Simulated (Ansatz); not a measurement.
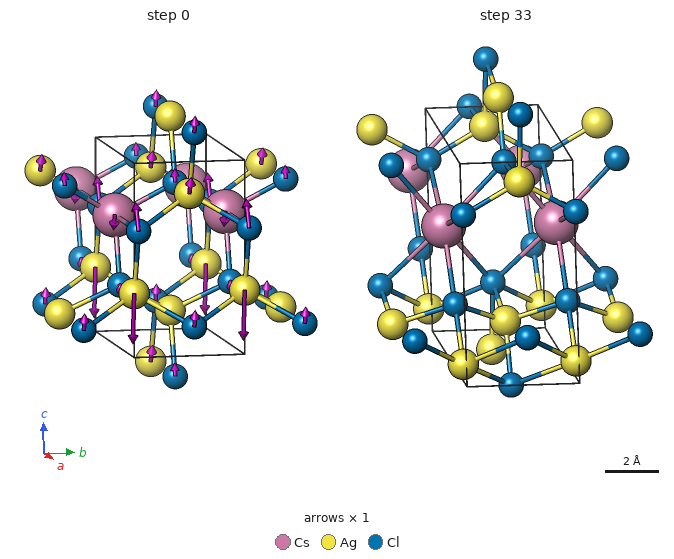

The structure of crystalline CsAg3Cl4 (built on the MgZn3S4-6 type type) before (left) and after (right) a relaxation, at one scale. The purple arrows give the displacements (the part carried along by the change of the cell is left out), at their true length.

A ball-and-stick model of the cell of the calculation, seen slightly off an axis.

Level of theory: DFT, PBEsol, plane waves, PAW (Ansatz). (plane-wave cutoff 420 eV; k-point mesh 4 × 6 × 4; occupations fermi dirac; smearing width 0.03 eV; no spin polarisation; cell and atoms relaxed; force threshold 0.01 eV/Å; at most 120 steps)

**What changed between the two?**

The run was cut off at its time limit before the relaxation converged, so the last structure is only a point on the way. The energy falls by 313 meV per atom in 30 accepted moves (33 points after the start). Largest force component: 2.8 eV/Å at the start, 0.049 eV/Å at the end. Pressure: 5.00 GPa at the start and −0.04 GPa at the end. The line search rejected the trial steps at points 14, 31 of the run. The SCF was repeated once at an unchanged geometry on a basis and grid sized afresh for the cell, which shifted the energy by 0.3 meV per atom at most. The atom that moves furthest relative to the cell is an Ag atom (2.01 Å along [−1 0 −3]). By element the largest moves are Ag 2.01 Å, Cl 1.19 Å, Cs 0.68 Å. Cell: a 7.026 → 6.398 Å (−8.9 %), b 4.290 → 4.372 Å (+1.9 %), c 7.450 → 8.472 Å (+13.7 %), β 90.0° → 109.9°. Volume −0.8 %. Some distances before and after: Ag–Cl 2.626 → 5.724 Å, Ag–Cl 5.015 → 2.943 Å, Ag–Cl 4.941 → 2.881 Å, Cl–Cs 5.029 → 3.493 Å. New bonds form, among them: Ag–Cl (4.94 → 2.88 Å), Ag–Cl (5.01 → 2.94 Å), Cl–Cs (5.03 → 3.49 Å). Bonds break, among them: Ag–Cl (2.63 → 5.72 Å). Bond angles that change, for instance: Cs–Cl–Ag 108.4° → 178.6°, Cl–Cs–Cl 109.2° → 165.8°, Ag–Cl–Ag 108.4° → 63.8°. The space group stays Pm (No. 6). The run took 5.7 min on 4 threads of Arm Neoverse V2, on a shared host, peak memory 0.86 GiB.
